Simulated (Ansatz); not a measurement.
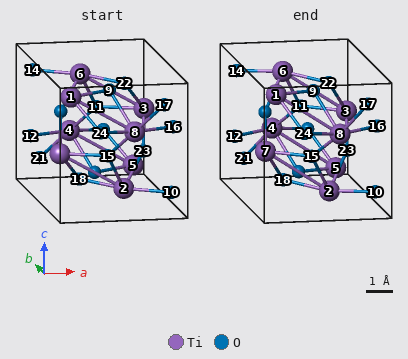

The structure of crystalline TiO$_{2}$ (set up in Pbca) before (left) and after (right) a relaxation, at one scale.

The picture is a ball-and-stick view of the cell of the calculation, seen slightly off an axis.

Case: the database's cell, atoms relaxed.

Theory: DFT r2SCAN, scalar-relativistic, plane waves, PAW in Ansatz.

The input:
```yaml
crystal:
  lattice:
    - [5.145, 0.0, 0.0]
    - [0.0, 9.185, 0.0]
    - [0.0, 0.0, 5.447]
  atoms:
    - { symbol: Ti, position: [0.127, 0.127, 0.887] }
    - { symbol: Ti, position: [0.627, 0.373, 0.113] }
    - { symbol: Ti, position: [0.873, 0.627, 0.613] }
    - { symbol: Ti, position: [0.373, 0.873, 0.387] }
    - { symbol: Ti, position: [0.873, 0.873, 0.113] }
    - { symbol: Ti, position: [0.373, 0.627, 0.887] }
    - { symbol: Ti, position: [0.127, 0.373, 0.387] }
    - { symbol: Ti, position: [0.627, 0.127, 0.613] }
    - { symbol: O, position: [0.465, 0.23, 0.895] }
    - { symbol: O, position: [0.965, 0.27, 0.105] }
    - { symbol: O, position: [0.535, 0.73, 0.605] }
    - { symbol: O, position: [0.035, 0.77, 0.395] }
    - { symbol: O, position: [0.535, 0.77, 0.105] }
    - { symbol: O, position: [0.035, 0.73, 0.895] }
    - { symbol: O, position: [0.465, 0.27, 0.395] }
    - { symbol: O, position: [0.965, 0.23, 0.605] }
    - { symbol: O, position: [0.82, 0.01, 0.845] }
    - { symbol: O, position: [0.32, 0.49, 0.155] }
    - { symbol: O, position: [0.18, 0.51, 0.655] }
    - { symbol: O, position: [0.68, 0.99, 0.345] }
    - { symbol: O, position: [0.18, 0.99, 0.155] }
    - { symbol: O, position: [0.68, 0.51, 0.845] }
    - { symbol: O, position: [0.82, 0.49, 0.345] }
    - { symbol: O, position: [0.32, 0.01, 0.655] }
basis:
  ecutwfc: 500
kpoints:
  mp_grid: { grid: [6, 4, 4] }
hamiltonian:
  xc: r2scan
scf:
  occupations: { method: gaussian, width: 0.02 }
output:
  forces: true
  stress: true
  eigenvalues: true
relax:
  adjacent_minimum: "off"
  f_tol: 0.01
  max_steps: 40
```

Command:
```bash
ansatz run input.yaml --threads 4 --pin off --max-ram 10240MiB --backend cpu --events-out ev --progress --plain --runs-dir out
```

Q: Summarise the run.

A: After 5 accepted moves (6 points after the start) the energy has fallen by 13.6 meV per atom. Largest force component: 0.68 eV/Å at the start, 0.0084 eV/Å at the end. 1 step only repeated the SCF at the same geometry. The largest moves, 0.12 Å, are those of 8 atoms (Ti1, Ti2, Ti3, Ti4 and others). Ti1 goes roughly along [2 0 3]. By element the largest moves are Ti 0.12 Å, O 0.03 Å. The cell stays as it was. Near-neighbour distances that change, for instance: Ti1–Ti8 2.974 → 3.079 Å, Ti1–O21 1.946 → 1.858 Å, Ti1–O17 1.924 → 2.001 Å, Ti1–O16 1.987 → 2.062 Å. Bond angles that change, for instance: Ti1–O16–Ti8 97.1° → 101.2°, Ti1–O16–Ti7 127.6° → 123.5°. The space group stays Pbca (No. 61).
